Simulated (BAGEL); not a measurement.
# One shape, several levels: CH5Al (SMILES [CH3][AlH2])

Wanted: a comparison of 3 runs (HF/STO-3G, HF/3-21G, HF/def2-TZVP) of CH5Al. 

Program for the calculation: BAGEL 1.2.2.

## Step 1: The structure to begin with

CH5Al has 7 atoms, charge 0, and is taken as a singlet. SMILES: `[CH3][AlH2]`. The Al2–H7 distance was set to 1.829 Å, away from the relaxed value.

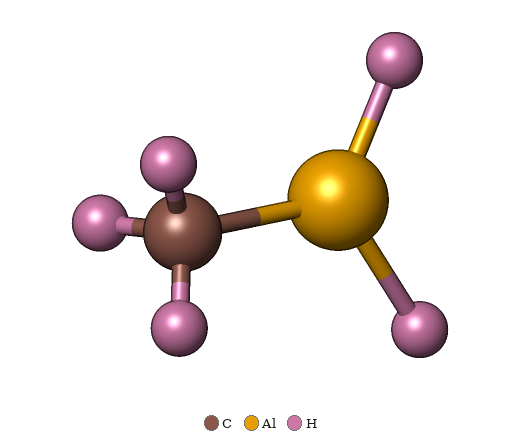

Viewed from a chosen angle; carbon brown, aluminium amber, hydrogen pink.

## Step 2: The energy at HF/STO-3G (density fitting with qzvpp-jkfit) (run 1)

input.json reads:

```json
{ "bagel" : [

{
  "title" : "molecule",
  "basis" : "sto-3g",
  "df_basis" : "qzvpp-jkfit",
  "angstrom" : true,
  "geometry" : [
    { "atom" : "C", "xyz" : [   -0.654254,   -0.766584,   -0.258000 ] },
    { "atom" : "Al", "xyz" : [    0.357146,    0.707316,    0.522200 ] },
    { "atom" : "H", "xyz" : [   -1.268854,   -1.290584,    0.478300 ] },
    { "atom" : "H", "xyz" : [   -1.340154,   -0.377384,   -1.020700 ] },
    { "atom" : "H", "xyz" : [   -0.012354,   -1.496484,   -0.758100 ] },
    { "atom" : "H", "xyz" : [   -0.189754,    1.478316,    1.800900 ] },
    { "atom" : "H", "xyz" : [    1.934800,    1.251600,   -0.225400 ] }
  ]
},
{
  "title" : "hf"
},
{
  "title" : "print",
  "file" : "orbitals.molden",
  "orbitals" : true
}

]}
```

Command:

```
$ BAGEL_NUM_THREADS=1 BAGEL input.json > input.out
```

Log:

```text
* using 1 threads per process

  ===============================================================
  ===============================================================

  *** Geometry ***

  { "atom" : "C", "xyz" : [     -1.236361,     -1.448634,     -0.487549 ] },
  { "atom" : "Al", "xyz" : [      0.674908,      1.336634,      0.986815 ] },
  { "atom" : "H", "xyz" : [     -2.397787,     -2.438850,      0.903856 ] },
  { "atom" : "H", "xyz" : [     -2.532524,     -0.713152,     -1.928843 ] },
  { "atom" : "H", "xyz" : [     -0.023346,     -2.827945,     -1.432601 ] },
  { "atom" : "H", "xyz" : [     -0.358583,      2.793612,      3.403208 ] },
  { "atom" : "H", "xyz" : [      3.656242,      2.365181,     -0.425944 ] },

  Number of auxiliary basis functions:      293

  Since a DF basis is specified, we compute 2- and 3-index integrals:
    o Being stored without compression. Storage requirement is 0.001 GB

  Number of basis functions:       19
  Number of electrons      :       24

    * METHOD: MOLECULE                             0.05

  *** RHF ***

  === Nuclear Repulsion ===
    49.9551531899

      * DIIS with orbital gradients will be used.

  === RHF iteration (sto-3g) ===
      0       -279.24780191          0.01395910           0.00
      1       -279.28093204          0.00307249           0.00
      2       -279.28277060          0.00070261           0.00
      3       -279.28287439          0.00004985           0.00
      4       -279.28287479          0.00001383           0.00
      5       -279.28287482          0.00000302           0.00
      6       -279.28287482          0.00000037           0.00
      7       -279.28287482          0.00000005           0.00
      8       -279.28287482          0.00000001           0.00
    * SCF iteration converged.

    * Permanent dipole moment:
           (    0.121767,     0.035105,    -0.083789) a.u.

    * METHOD: HF                                   0.07

    * METHOD: PRINT                                0.00

  ===============================================================
```

Run time: 0.24 s. Hardware: 1 thread of Arm Neoverse V1, shared host.

## Step 3: The energy at HF/3-21G (density fitting with qzvpp-jkfit) (run 2)

calc.json reads:

```json
{ "bagel" : [

{
  "title" : "molecule",
  "basis" : "3-21g",
  "df_basis" : "qzvpp-jkfit",
  "angstrom" : true,
  "geometry" : [
    { "atom" : "C", "xyz" : [      -0.654254,      -0.766584,      -0.258000 ] },
    { "atom" : "Al", "xyz" : [       0.357146,       0.707316,       0.522200 ] },
    { "atom" : "H", "xyz" : [      -1.268854,      -1.290584,       0.478300 ] },
    { "atom" : "H", "xyz" : [      -1.340154,      -0.377384,      -1.020700 ] },
    { "atom" : "H", "xyz" : [      -0.012354,      -1.496484,      -0.758100 ] },
    { "atom" : "H", "xyz" : [      -0.189754,       1.478316,       1.800900 ] },
    { "atom" : "H", "xyz" : [       1.934800,       1.251600,      -0.225400 ] }
  ]
},

{
  "title" : "hf"
},

{
  "title" : "print",
  "file" : "orbitals.molden",
  "orbitals" : true
}

]}
```

Command:

```
$ BAGEL_NUM_THREADS=1 BAGEL calc.json > calc.out
```

Log:

```text
* using 1 threads per process

  ===============================================================
  ===============================================================

  *** Geometry ***

  { "atom" : "C", "xyz" : [     -1.236361,     -1.448634,     -0.487549 ] },
  { "atom" : "Al", "xyz" : [      0.674908,      1.336634,      0.986815 ] },
  { "atom" : "H", "xyz" : [     -2.397787,     -2.438850,      0.903856 ] },
  { "atom" : "H", "xyz" : [     -2.532524,     -0.713152,     -1.928843 ] },
  { "atom" : "H", "xyz" : [     -0.023346,     -2.827945,     -1.432601 ] },
  { "atom" : "H", "xyz" : [     -0.358583,      2.793612,      3.403208 ] },
  { "atom" : "H", "xyz" : [      3.656242,      2.365181,     -0.425944 ] },

  Number of auxiliary basis functions:      293

  Since a DF basis is specified, we compute 2- and 3-index integrals:
    o Being stored without compression. Storage requirement is 0.002 GB

  Number of basis functions:       32
  Number of electrons      :       24

    * METHOD: MOLECULE                             0.05

  *** RHF ***

  === Nuclear Repulsion ===
    49.9551531899

      * DIIS with orbital gradients will be used.

  === RHF iteration (3-21g) ===
      0       -281.06620249          0.02420430           0.00
      1       -281.10908756          0.00860151           0.00
      2       -281.11579219          0.00178071           0.00
      3       -281.11622818          0.00012588           0.00
      4       -281.11623342          0.00001990           0.00
      5       -281.11623350          0.00000508           0.00
      6       -281.11623351          0.00000063           0.00
      7       -281.11623351          0.00000015           0.00
      8       -281.11623351          0.00000003           0.00
      9       -281.11623351          0.00000001           0.00
     10       -281.11623351          0.00000000           0.00
    * SCF iteration converged.

    * Permanent dipole moment:
           (    0.312905,     0.252179,     0.013369) a.u.

    * METHOD: HF                                   0.10

    * METHOD: PRINT                                0.00

  ===============================================================
```

It took 0.28 s on 1 thread of Arm Neoverse V1, shared host.

## Step 4: A single-point energy at HF/def2-TZVP (density fitting with qzvpp-jkfit) (run 3)

job.json reads:

```json
{ "bagel": [

{
  "title": "molecule",
  "basis": "def2-tzvp.json",
  "df_basis": "qzvpp-jkfit",
  "angstrom": "true",
  "geometry": [
    { "atom": "C", "xyz": [      -0.654254,      -0.766584,      -0.258000 ] },
    { "atom": "Al", "xyz": [       0.357146,       0.707316,       0.522200 ] },
    { "atom": "H", "xyz": [      -1.268854,      -1.290584,       0.478300 ] },
    { "atom": "H", "xyz": [      -1.340154,      -0.377384,      -1.020700 ] },
    { "atom": "H", "xyz": [      -0.012354,      -1.496484,      -0.758100 ] },
    { "atom": "H", "xyz": [      -0.189754,       1.478316,       1.800900 ] },
    { "atom": "H", "xyz": [       1.934800,       1.251600,      -0.225400 ] }
  ]
},

{ "title": "hf" },

{ "title": "print", "file": "orbitals.molden", "orbitals": "true" }

]}
```

The basis set def2-TZVP is read from a file made from the Basis Set Exchange's data (not shown).

Command:

```
$ BAGEL_NUM_THREADS=1 BAGEL job.json > job.out
```

Log:

```text
* using 1 threads per process

  ===============================================================
  ===============================================================

  *** Geometry ***

  { "atom" : "C", "xyz" : [     -1.236361,     -1.448634,     -0.487549 ] },
  { "atom" : "Al", "xyz" : [      0.674908,      1.336634,      0.986815 ] },
  { "atom" : "H", "xyz" : [     -2.397787,     -2.438850,      0.903856 ] },
  { "atom" : "H", "xyz" : [     -2.532524,     -0.713152,     -1.928843 ] },
  { "atom" : "H", "xyz" : [     -0.023346,     -2.827945,     -1.432601 ] },
  { "atom" : "H", "xyz" : [     -0.358583,      2.793612,      3.403208 ] },
  { "atom" : "H", "xyz" : [      3.656242,      2.365181,     -0.425944 ] },

  Number of auxiliary basis functions:      293

  Since a DF basis is specified, we compute 2- and 3-index integrals:
    o Being stored without compression. Storage requirement is 0.023 GB

  Number of basis functions:       98
  Number of electrons      :       24

    * METHOD: MOLECULE                             0.11

  *** RHF ***

  === Nuclear Repulsion ===
    49.9551531899

      * DIIS with orbital gradients will be used.

  === RHF iteration (def2-tzvp.json) ===
      0       -282.56868640          0.01955410           0.02
      1       -282.66681976          0.00899252           0.02
      2       -282.69070429          0.00149884           0.02
      3       -282.69185185          0.00016773           0.02
      4       -282.69187070          0.00003985           0.02
      5       -282.69187165          0.00001022           0.02
      6       -282.69187172          0.00000258           0.02
      7       -282.69187172          0.00000053           0.02
      8       -282.69187172          0.00000016           0.02
      9       -282.69187172          0.00000004           0.02
     10       -282.69187172          0.00000001           0.02
     11       -282.69187172          0.00000000           0.02
    * SCF iteration converged.

    * Permanent dipole moment:
           (    0.337909,     0.287852,     0.015336) a.u.

    * METHOD: HF                                   0.37

    * METHOD: PRINT                                0.02

  ===============================================================
```

It took 0.62 s on 1 thread of Arm Neoverse V1, shared host.

## Step 5: Overview of the runs

```tsv
run	level	energy (Eh)	dipole moment (D)	HOMO energy (eV)	LUMO energy (eV)	wall time
1	HF/STO-3G (density fitting with qzvpp-jkfit)	-279.282875	0.39	-8.10	8.76	0.24 s
2	HF/3-21G (density fitting with qzvpp-jkfit)	-281.116234	1.02	-10.69	1.28	0.28 s
3	HF/def2-TZVP (density fitting with qzvpp-jkfit)	-282.691872	1.13	-10.79	1.25	0.62 s
```

## Step 6: What came out

| quantity | value |
| --- | --- |
| run 3: total energy | -282.69187 Eh |
| run 3: dipole moment | 1.13 D |
| run 3: HOMO energy | -10.79 eV |
| run 3: LUMO energy | 1.25 eV |
| run 3: HOMO–LUMO gap | 12.04 eV |

What this shows: The dipole moment (its size) runs from 0.39 D (HF/STO-3G) to 1.13 D (HF/def2-TZVP). The HOMO–LUMO gap runs from 11.97 eV (HF/3-21G) to 16.87 eV (HF/STO-3G). In run 1 the basis is minimal, so the values are rough. All runs together took 1.1 s, the longest 0.62 s.
